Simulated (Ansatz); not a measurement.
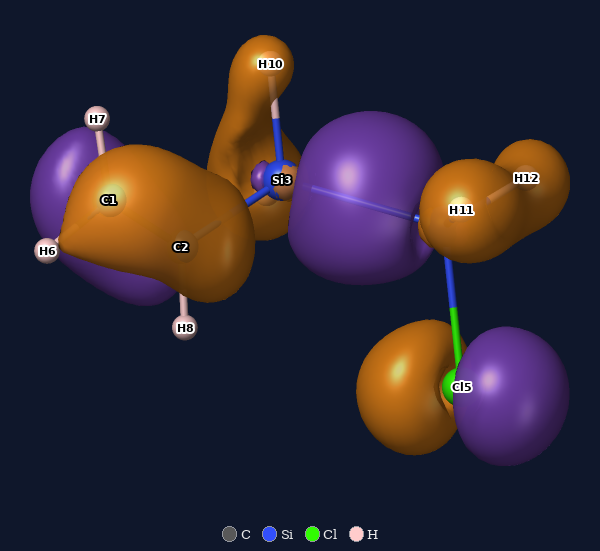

C$_{2}$H$_{7}$ClSi$_{2}$ (SMILES C=C[SiH2][SiH2]Cl). One frontier orbital at ±0.1 Å⁻³ᐟ² (orange and purple are the two phases), seen at a tilt.

All numbers below come from Ansatz, SCF PBE, Gaussian basis.

The calculation's input:

```
crystal:
  periodic: [false, false, false]
  atoms:
    - { symbol: C, position_ang: [-0.884, 1.7961, 1.2522] }
    - { symbol: C, position_ang: [-0.7235, 1.0988, 0.143] }
    - { symbol: Si, position_ang: [0.8003, 0.2124, -0.2898] }
    - { symbol: Si, position_ang: [0.5121, -2.0222, -0.6532] }
    - { symbol: Cl, position_ang: [-0.9376, -2.2994, -2.1656] }
    - { symbol: H, position_ang: [-1.8876, 2.3523, 1.394] }
    - { symbol: H, position_ang: [-0.1489, 1.9852, 2.0119] }
    - { symbol: H, position_ang: [-1.4704, 1.0183, -0.6024] }
    - { symbol: H, position_ang: [1.4329, 0.8575, -1.4426] }
    - { symbol: H, position_ang: [1.8109, 0.3812, 0.8602] }
    - { symbol: H, position_ang: [-0.123, -2.7012, 0.5821] }
    - { symbol: H, position_ang: [1.6959, -2.7342, -1.0557] }
basis:
  gaussian:
    orbitals: def2-TZVP
hamiltonian:
  xc: pbe
output:
  orbitals: {}
```

Run with:

```sh
python energy.py
```

### Which orbital is it: HOMO or LUMO?

The HOMO, at −6.77 eV. Its weight (Hirshfeld) is mainly on Cl5 (about 20 %), Si4 (about 20 %), Si3 (about 15 %), C1 (about 15 %) and C2 (about 10 %).
